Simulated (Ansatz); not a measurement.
**What a change does: single-point calculation on C2H6N2Si**

System: C2H6N2Si.
Method of run A: RKS PBE-QIDH (frozen core)/def2-TZVPP (Ansatz 0.2.0).

The geometry comes from this level: PBE0-D4/def2-TZVP. Text and figures count atoms from 1; the logs count them from 0 in places.

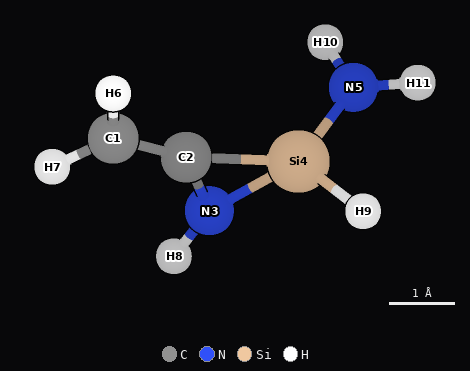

**Figure 1.** The structure (ball-and-stick view, seen at a tilt; atoms are numbered from 1 in the order of the input). Bond lengths as drawn: C–C 1.33 Å, C–H 1.08 to 1.09 Å, C–N 1.41 Å, C–Si 1.81 Å, H–N 1.00 to 1.01 Å, H–Si 1.48 Å and N–Si 1.69 to 1.70 Å.

**Input, run A**
```yaml
crystal:
  periodic: [false, false, false]
  atoms:
    - {symbol: C, position_ang: [0.100772, -1.965729, 1.012440]}
    - {symbol: C, position_ang: [-0.008861, -0.903413, 0.222899]}
    - {symbol: N, position_ang: [-0.994799, -0.401450, -0.648711]}
    - {symbol: Si, position_ang: [0.357271, 0.624745, -0.671532]}
    - {symbol: N, position_ang: [0.293877, 2.194778, -0.054378]}
    - {symbol: H, position_ang: [0.996726, -2.118601, 1.598689]}
    - {symbol: H, position_ang: [-0.691837, -2.703787, 1.094960]}
    - {symbol: H, position_ang: [-1.824123, -0.862163, -0.987857]}
    - {symbol: H, position_ang: [1.240021, 0.671392, -1.856086]}
    - {symbol: H, position_ang: [-0.193957, 2.448189, 0.787315]}
    - {symbol: H, position_ang: [0.790408, 2.959139, -0.477138]}
basis:
  gaussian: {orbitals: def2-TZVPP}
hamiltonian: {xc: {name: PBE-QIDH}}
```

Command:
```bash
ansatz run in.yaml --threads 4 --pin off --events-out ev --progress --plain --max-ram 10444MiB
```

Hardware: 4 threads of Arm Neoverse V2, 23 GiB of memory available, shared host.

**Output (run A)**
```
Functional definition: PBE-QIDH
  parameter a = 3^(-1/3)
  parameter c = 1/3
  exchange = (1 - a)*pbe_x + a*exact_x
  correlation = (1 - c)*pbe_c + c*(mp2_os + mp2_ss)
1476 factors; integrals over basis functions are off by at most 8.5e-4 eV
mean field evaluation 1: about -13003.0459 eV, gradient 5.7e1 eV
mean field evaluation 2: about -13003.2556 eV, gradient 5.7e1 eV
mean field evaluation 4: about -13009.8920 eV, gradient 4.3e0 eV
mean field evaluation 8: about -13009.9499 eV, gradient 5.1e-1 eV
mean field evaluation 16: about -13009.9505 eV, gradient 4.6e-4 eV
mean field -13009.95049860 eV, -478.1068623626 hartree, gradient 5.9e-6 eV, S^2 0.000000; 0 other end points of the search recorded, 0 dependent functions left out
9 core orbitals not correlated: weight in the atoms' cores, before any rotation towards them, 1.000 or more for the frozen orbitals, at most 0.000 for the correlated occupied ones
reference -13009.95051198 eV, -478.1068628541 hartree; 14, 14 occupied and 227, 227 virtual orbitals, 1476 factors
second order -26.25129244 eV of doubles, -0.00000000 eV of singles
Total energy: -13018.70094280 eV, -478.4284352553 hartree
```

For run B the input was changed thus:
```diff
-hamiltonian: {xc: {name: PBE-QIDH}}
+hamiltonian: {xc: {name: B2PLYP}}
```

What does this change do to the results?

The total energies belong to different methods, so their difference says nothing on which is more stable or more accurate. The functional changes from PBE-QIDH to B2PLYP.

**Output (run B)**
```
Functional definition: B2PLYP
  parameter a = 0.53
  parameter c = 0.27
  exchange = (1 - a)*b88_x + a*exact_x
  correlation = (1 - c)*lyp_c + c*(mp2_os + mp2_ss)
1476 factors; integrals over basis functions are off by at most 8.5e-4 eV
mean field evaluation 1: about -13006.5609 eV, gradient 6.8e1 eV
mean field evaluation 2: about -13006.7274 eV, gradient 6.8e1 eV
mean field evaluation 4: about -13015.9401 eV, gradient 6.1e0 eV
mean field evaluation 8: about -13016.0320 eV, gradient 7.4e-1 eV
mean field evaluation 16: about -13016.0332 eV, gradient 6.0e-4 eV
mean field -13016.03316342 eV, -478.3303961716 hartree, gradient 1.6e-6 eV, S^2 0.000000; 0 other end points of the search recorded, 0 dependent functions left out
9 core orbitals not correlated: weight in the atoms' cores, before any rotation towards them, 1.000 or more for the frozen orbitals, at most 0.000 for the correlated occupied ones
reference -13016.03334074 eV, -478.3304026879 hartree; 14, 14 occupied and 227, 227 virtual orbitals, 1476 factors
second order -28.34972885 eV of doubles, -0.00000000 eV of singles
Total energy: -13023.68776753 eV, -478.6116976841 hartree
```

**The two runs side by side**

| quantity | run A | run B |
| --- | --- | --- |
| outcome | converged | converged |
| total energy (hartree) | −478.428435 | −478.611698 |
| basis functions | 250 | 250 |
| wall time (shared host) | 6 s | 6 s |
